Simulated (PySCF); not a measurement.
Input

```
{"job": {"kind": "uv", "xc": "wB97X-D", "basis": "def2-SVPD", "ip": true, "nstates": 10}, "charge": 0, "multiplicity": 1}
Nb     0.003486    -0.000738     0.483372
S      0.018218    -0.008498     2.620994
C      2.030835    -0.009861    -0.173633
H      2.609214     0.834586     0.237254
H      2.040318     0.056158    -1.278978
H      2.538881    -0.942491     0.128225
C     -1.014847     1.762755    -0.147079
H     -2.062919     1.765493     0.199234
H     -1.007400     1.792429    -1.254089
H     -0.531895     2.677673     0.236005
C     -1.020457    -1.757635    -0.156248
H     -2.070533    -1.753132     0.183921
H     -0.545847    -2.676426     0.227489
H     -1.006494    -1.784133    -1.263266
```

Run with:

```sh
OMP_NUM_THREADS=1 python probes_run.py task.json out
```

Geometry: PBE0-D3(BJ)/def2-SVP; core potentials replace the inner electrons of Nb.

Theory: PySCF 2.14.0, wB97X-D/def2-SVPD, SCF density, gas phase, scalar-relativistic core potentials on the heavy atoms.

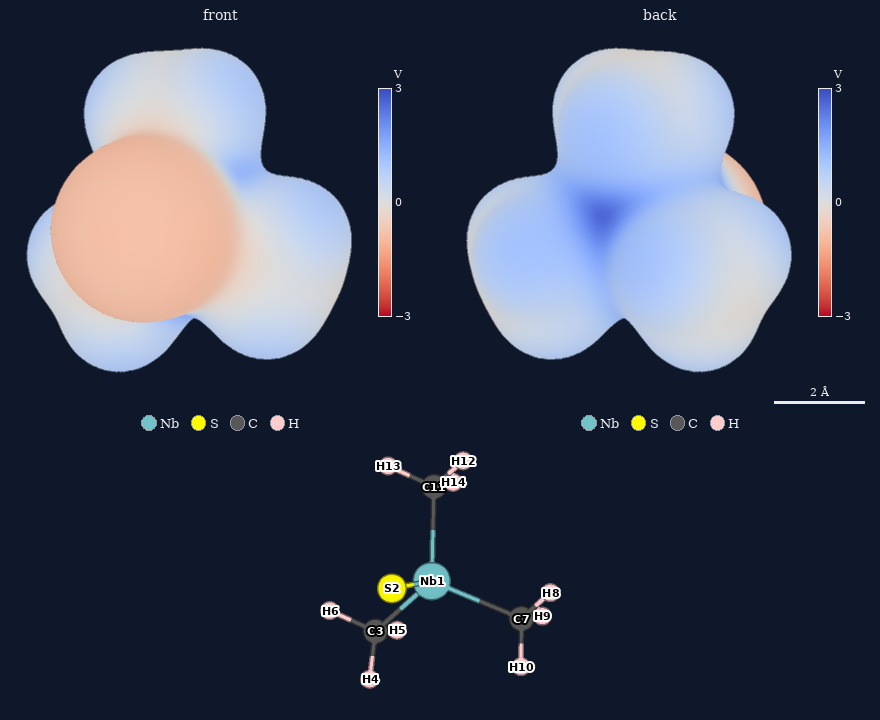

C₃H₉NbS (SMILES [CH3][Nb]([CH3])([CH3])=[S]). The electrostatic potential painted on the density surface at 0.002 e/bohr³, seen from the front and from behind; the colour scale runs from red (negative) to blue (positive). The bare structure is drawn below in the same view.

### Which sites attract a positive test charge, and which a negative one?

A positive charge is drawn to the negative regions and a negative charge to the positive ones. The most negative region (about −0.9 V) lies over S2, the most positive (about +2.3 V) over Nb1.
